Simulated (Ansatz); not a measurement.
# H₅NOSi + NH₃: a complex and its separated parts

The complex below is one end of an elementary step. How strongly is it bound against its free parts?

Computed with Ansatz 0.2.0, Gaussian basis. Level: PBE0-D4/def2-TZVP structures, single points in def2-TZVPP, no counterpoise correction.

Levels: SPW92, PBE-D4, BLYP-D4, r2SCAN-D4, B97M-V, PBE0-D4, B3LYP-D4, r2SCAN0-D4, BHLYP-D4, CAM-B3LYP-D4, wB97X-V, wB97M-V, B2PLYP, PBE-QIDH, RPA on PBE, Hartree-Fock, MP2, CCSD, CCSD(T).

Cores are frozen in the correlated methods. B3LYP uses VWN-RPA correlation. B2PLYP carries no dispersion term here.

94 further runs of the same task are left out: 94 set aside as unsound or not needed. Runs told in other sessions of the task aren't counted.

## Step 1: Where the work starts

The complex: 12 atoms, charge 0, spin multiplicity 1.

Atoms are counted from 1 here; the program's logs count them from 0.

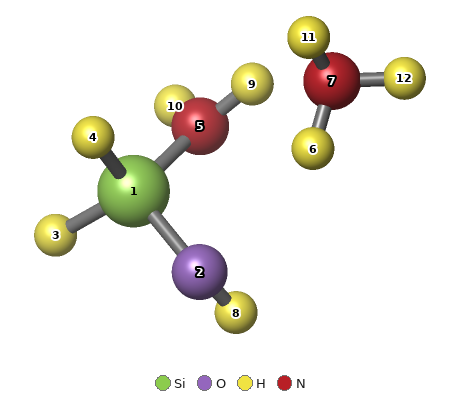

Start geometry, drawn with silicon green, oxygen purple, hydrogen yellow, nitrogen red; atoms are numbered from 1 in the order of the file.

Coordinates:

```xyz
12

Si    0.0248   -1.4386   -0.0078
O    -0.9392   -0.8973   -1.2420
H    -0.2954   -2.8389    0.3844
H     1.3695   -1.3753   -0.6356
N    -0.1856   -0.4939    1.3902
H     0.0003    1.3852   -1.0677
N     0.4937    1.9476   -0.3811
H    -1.8674   -0.8069   -1.0159
H     0.0983    0.4774    1.3542
H    -0.1968   -0.8923    2.3123
H     1.4394    2.0713   -0.7215
H     0.0583    2.8617   -0.3697
```

Its parts: H₅NOSi holds atoms 1, 2, 3, 4, 5, 8, 9, 10; NH₃ holds atoms 6, 7, 11, 12. Each part counts its atoms afresh in its own runs.

## Step 2: Relaxing H₅NOSi alone

relax-a/in.yaml

```yaml
crystal:
  periodic: [false, false, false]
  atoms:
    - {symbol: Si, position_ang: [0.024832, -1.438563, -0.007780]}
    - {symbol: O, position_ang: [-0.939175, -0.897285, -1.241953]}
    - {symbol: H, position_ang: [-0.295353, -2.838919, 0.384392]}
    - {symbol: H, position_ang: [1.369523, -1.375259, -0.635578]}
    - {symbol: N, position_ang: [-0.185573, -0.493891, 1.390191]}
    - {symbol: H, position_ang: [-1.867394, -0.806894, -1.015852]}
    - {symbol: H, position_ang: [0.098343, 0.477425, 1.354221]}
    - {symbol: H, position_ang: [-0.196778, -0.892326, 2.312337]}
basis:
  gaussian: {orbitals: def2-TZVP}
hamiltonian: {xc: pbe0, dispersion: d4}
relax: {f_tol: 0.005, max_steps: 200}
```

The run is started by

```sh
$ ansatz run in.yaml --threads 4 --pin off --events-out ev --progress --plain --max-ram 9574MiB
```

The runs that follow: Relaxing NH₃ alone; SPW92/def2-TZVPP; PBE-D4/def2-TZVPP; BLYP-D4/def2-TZVPP; r2SCAN-D4/def2-TZVPP; B97M-V/def2-TZVPP; PBE0-D4/def2-TZVPP; B3LYP-D4/def2-TZVPP; r2SCAN0-D4/def2-TZVPP; BHLYP-D4/def2-TZVPP; CAM-B3LYP-D4/def2-TZVPP; wB97X-V/def2-TZVPP; wB97M-V/def2-TZVPP; B2PLYP/def2-TZVPP; PBE-QIDH/def2-TZVPP; RPA on PBE/def2-TZVPP; CCSD(T)/def2-TZVPP; Vibrations of H₅NOSi; Vibrations of NH₃.

What does the calculation give? Wanted: complex less parts, CCSD(T)/def2-TZVPP; with zero-point energy; largest T1 diagnostic.

**Answer**, as computed:

| quantity | value |
| --- | --- |
| complex less parts, CCSD(T)/def2-TZVPP | -5.6 kcal/mol |
| with zero-point energy | -3.8 kcal/mol |
| largest T1 diagnostic | 0.011 |

At CCSD(T) the complex lies 5.6 kcal/mol below its parts. wB97X-V is the best functional here (-0.2 kcal/mol from CCSD(T)); SPW92 is the worst (-3.3 kcal/mol). Mean unsigned error by rung: LDA 3.3, GGA 0.8, meta-GGA 0.5, hybrid 0.5, range-separated hybrid 0.4, double hybrid 0.7 kcal/mol. The double hybrids carry no dispersion term here, unlike the levels marked D4 or V. PBE-D4 gives a relative energy 1.0 kcal/mol too low, inside chemical accuracy (1 kcal/mol). No counterpoise was applied, and triple zeta lacks some correlation, so the CCSD(T) reference has a basis error of its own, and close matches with it are partly luck.
